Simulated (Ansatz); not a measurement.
Consider Rb$_{2}$Ni.

The calculation's input:

```
crystal:
  lattice:
    - [2.8953707301, 1.6716430704, 4.709071404]
    - [-2.8953707301, 1.6716430704, 4.709071404]
    - [0.0, -3.3432861409, 4.709071404]
  atoms:
    - { symbol: Rb, position: [0.2499500538, 0.2499500538, 0.2499500538] }
    - { symbol: Rb, position: [0.7500499462, 0.7500499462, 0.7500499462] }
    - { symbol: Ni, position: [0.0, 0.0, 0.0], spin: 0.24 }
basis:
  ecutwfc: 420
kpoints:
  mp_grid: { grid: [12, 12, 12] }
hamiltonian:
  xc: pbe
scf:
  occupations: { method: gaussian, width: 0.1 }
output:
  forces: true
  stress: true
  eigenvalues: true
  populations: true
  write_density: true
  write_potential: true
  elf: true
  volumetric_format: npy
magnetization:
  spin_polarized: true
relax:
  adjacent_minimum: "off"
  f_tol: 0.01
  max_steps: 80
  cell: { stress_tol: 0.05 }
```

Command:

```sh
ansatz run input.yaml --threads 1 --pin off --max-ram 2560MiB --backend cpu --events-out ev --progress --plain --runs-dir out
```

Below, planes, directions and counts refer to the conventional cell (a = 5.79 Å, b = 5.79 Å, c = 14.13 Å, α = 90.00°, β = 90.00°, γ = 120.00°).

The fields are those of the relaxed geometry.

Space group R-3m; a structure generated by program, which may or may not match a known phase; spin-polarised.

Theory: Ansatz, DFT PBE, scalar-relativistic, plane waves, PAW.

Question: What can the converged valence pseudo-density and electron localisation function tell about the bonding?

Answer: Rb–Ni (3.53 Å): ρ is about 0.06 e/Å³ halfway; the ELF is about 0.10 at the midpoint; no shared electron pair shows on this line.

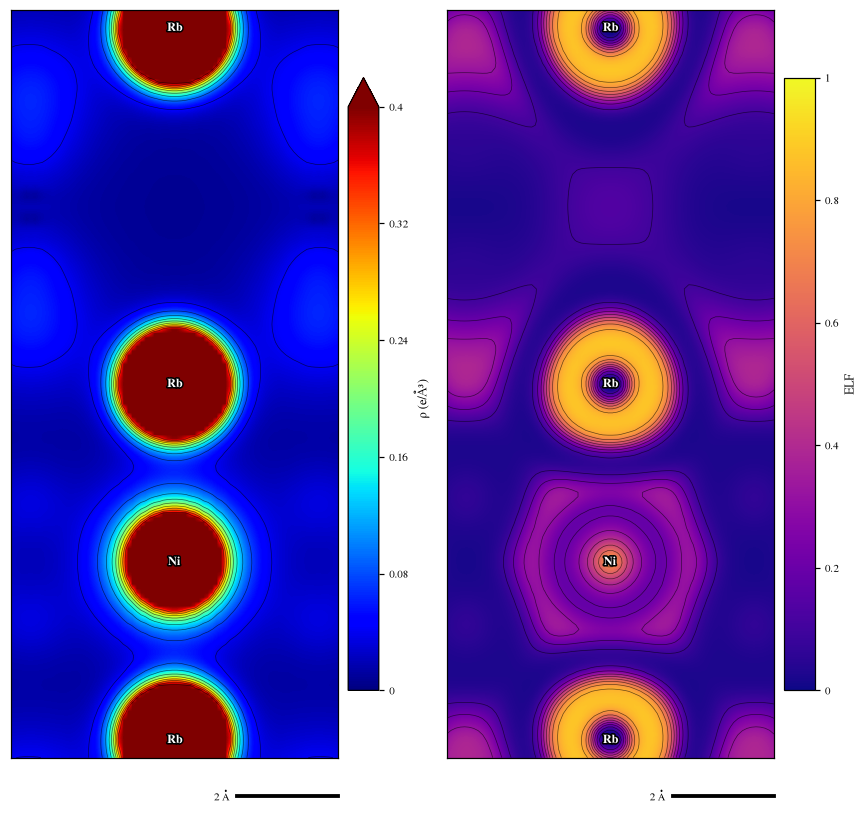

Computed valence pseudo-density and electron localisation function on the (100) plane of the conventional cell, in this order. 

The density is the valence pseudo-density of a PAW calculation; it isn't the true density close to the nuclei.
